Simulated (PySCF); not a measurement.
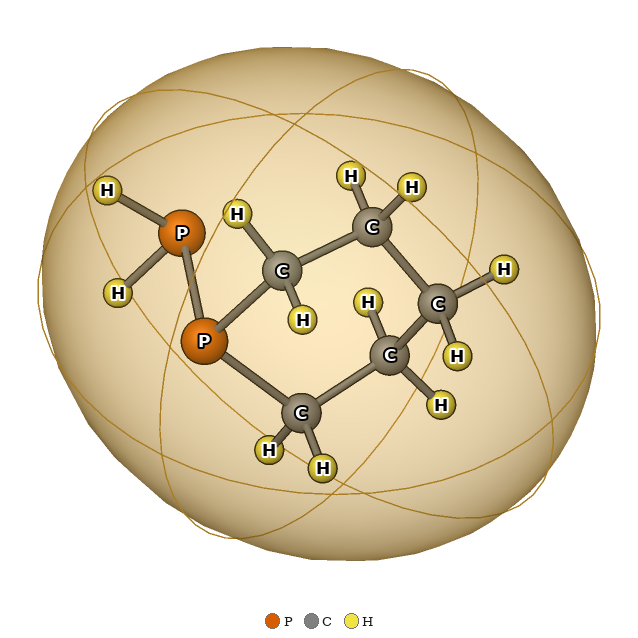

The ellipsoid shows the static dipole polarisability: its half-axes are proportional to the principal values. Computed geometry: GFN2-xTB optimisation. No frequency run is at hand to confirm it as a minimum. Level of theory: B3LYP/def2-SVPD (PySCF 2.14.0).

**How large and how anisotropic is the polarisability?**

Principal values 102.2, 103.3, 120.9 bohr³; mean 108.8 bohr³ (16.12 Å³); anisotropy 18.2 bohr³, so the longest axis is 1.18 times the shortest.

The geometry is semi-empirical. Around P such bond lengths and angles can be off by a tenth of an ångström or more and by several degrees, and values that hang on the shape move with them.
